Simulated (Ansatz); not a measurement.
**USVWN5/def2-TZVPPD run of BH2O (SMILES B[O])**

Aim: the electronic atomisation energy of BH2O at USVWN5/def2-TZVPPD, from 4 runs. 

The results are computed with Ansatz 0.2.0.

30 further runs of the same task are left out: 30 set aside as unsound or not needed.

**1. The molecule**

BH2O has 4 atoms, charge 0, and is taken as a doublet. SMILES: `B[O]`. The coordinates come from a PBE0-D4/def2-TZVP relaxation.

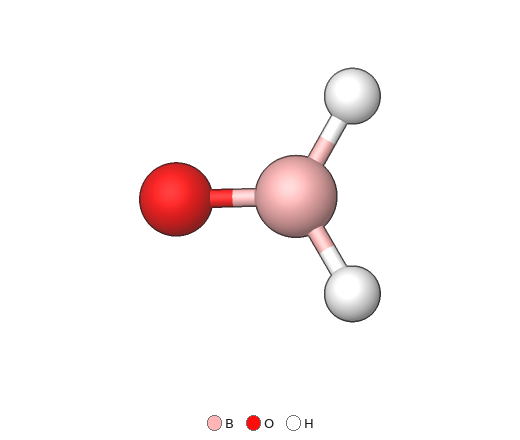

Viewed from a chosen angle; boron pink, oxygen red, hydrogen white.

**2. A single-point energy at USVWN5/def2-TZVPPD**

The input, input.yaml:

```yaml
basis:
  gaussian: {orbitals: def2-TZVPPD.json}
crystal:
  periodic: [false, false, false]
  atoms:
    - {symbol: B, position_ang: [-0.001100, -0.010300, -0.015100]}
    - {symbol: O, position_ang: [1.025300, -0.340800, 0.676900]}
    - {symbol: H, position_ang: [-1.052600, -0.587700, 0.151600]}
    - {symbol: H, position_ang: [0.083900, 0.878500, -0.833600]}
magnetization: {spin_polarized: true, initial_magnetization: 1}
hamiltonian: {xc: {name: SVWN5}}
accuracy: high
output: {orbitals: {seedname: orbitals}}
```

The basis set def2-TZVPPD is read from a file made from the Basis Set Exchange's data (not shown).

Command:

```bash
$ ansatz run input.yaml --threads 1 --pin off --max-ram 3480MiB --events-out events.jsonl --progress --plain --runs-dir runs
```

The log of the run:

```text
Warning: RAYON_NUM_THREADS=1 ignored (pool sized by the plan → 1); use --threads N
Functional definition: SVWN5
  name "SVWN5"
  exchange = slater_x
  correlation = vwn5_c
1707 factors; integrals over basis functions are off by at most 3.6e-9 eV
mean field evaluation 1: about -2729.2073 eV, gradient 3.3e1 eV
mean field evaluation 2: about -2703.3155 eV, gradient 8.2e1 eV
mean field evaluation 4: about -2733.1206 eV, gradient 4.8e0 eV
mean field evaluation 8: about -2733.2173 eV, gradient 6.2e-2 eV
mean field evaluation 16: about -2733.2174 eV, gradient 1.7e-6 eV
mean field -2733.21735509 eV, -100.4438851582 hartree, gradient 4.8e-8 eV, S^2 0.753585; 0 other end points of the search recorded, 0 dependent functions left out
reference -2733.21735890 eV, -100.4438852985 hartree; 8, 7 occupied and 103, 104 virtual orbitals, 1707 factors
Total energy: -2733.21735890 eV, -100.4438852985 hartree
```

Run time: 2.7 s. Hardware: 1 thread of Arm Neoverse V2, shared host; peak memory 0.24 GiB.

**3. The B atom, same level**

The input, molecule.yaml:

```yaml
crystal:
  periodic: [false, false, false]
  atoms:
    - {symbol: B, position_ang: [0.000000, 0.000000, 0.000000]}
basis:
  gaussian:
    orbitals: def2-TZVPPD.json
accuracy: high
hamiltonian:
  xc: {name: SVWN5}
total_charge: 0
magnetization:
  spin_polarized: true
  initial_magnetization: 1
```

The basis set def2-TZVPPD is read from a file made from the Basis Set Exchange's data (not shown).

Command:

```bash
$ ansatz run molecule.yaml --threads 1 --pin off --max-ram 3480MiB --events-out events.jsonl --progress --plain --runs-dir runs
```

The log of the run:

```text
Warning: RAYON_NUM_THREADS=1 ignored (pool sized by the plan → 1); use --threads N
[... 4 set-up lines as earlier in the session ...]
368 factors; integrals over basis functions are off by at most 2.4e-9 eV
mean field evaluation 1: about -662.6178 eV, gradient 3.1e0 eV
mean field evaluation 2: about -662.6826 eV, gradient 1.6e0 eV
mean field evaluation 4: about -662.7059 eV, gradient 1.8e-1 eV
mean field evaluation 8: about -662.7056 eV, gradient 3.9e-4 eV
mean field evaluation 16: about -662.7056 eV, gradient 1.7e-9 eV
mean field evaluation 32: about -662.5097 eV, gradient 5.0e0 eV
mean field -662.70563960 eV, -24.3539830573 hartree, gradient 2.0e-9 eV, S^2 0.751746; 2 other end points of the search recorded, 0 dependent functions left out
reference -662.70564168 eV, -24.3539831338 hartree; 3, 2 occupied and 34, 35 virtual orbitals, 368 factors
Total energy: -662.70564168 eV, -24.3539831338 hartree
```

Wall time 0.48 s (1 thread of Arm Neoverse V2, shared host).

**4. The H atom**

The input, in.yaml:

```yaml
crystal:
  periodic: [false, false, false]
  atoms:
    - {symbol: H, position_ang: [0.000000, 0.000000, 0.000000]}
basis:
  gaussian: {orbitals: def2-TZVPPD.json}
magnetization: {spin_polarized: true, initial_magnetization: 1}
hamiltonian: {xc: {name: SVWN5}}
accuracy: high
```

The basis set def2-TZVPPD is read from a file made from the Basis Set Exchange's data (not shown).

Run the same way, it converges to -0.47834 Eh (log not shown).

**5. The O atom**

The input, in.yaml:

```yaml
crystal:
  periodic: [false, false, false]
  atoms:
    - {symbol: O, position_ang: [0.000000, 0.000000, 0.000000]}
basis:
  gaussian:
    orbitals: def2-TZVPPD.json
magnetization:
  spin_polarized: true
  initial_magnetization: 2
hamiltonian:
  xc: {name: SVWN5}
accuracy: high
```

The basis set def2-TZVPPD is read from a file made from the Basis Set Exchange's data (not shown).

Run the same way, it converges to -74.52639 Eh (log not shown).

**6. Summary of results**

At USVWN5/def2-TZVPPD:

| quantity | value |
| --- | --- |
| molecule: total energy | -100.44389 Eh |
| molecule: HOMO energy (highest over α and β) | -7.56 eV |
| molecule: LUMO energy (lowest over α and β) | -6.21 eV |
| molecule: ⟨S²⟩ | 0.754 |
| B atom: total energy | -24.35398 Eh |
| B atom: ⟨S²⟩ | 0.752 |
| H atom: total energy | -0.47834 Eh |
| H atom: ⟨S²⟩ | 0.750 |
| O atom: total energy | -74.52639 Eh |
| O atom: ⟨S²⟩ | 2.004 |
| electronic atomisation energy | 16.513 eV |

Taking the molecule apart into free atoms costs 16.51 eV (381 kcal/mol), before zero-point energy and without spin-orbit coupling.
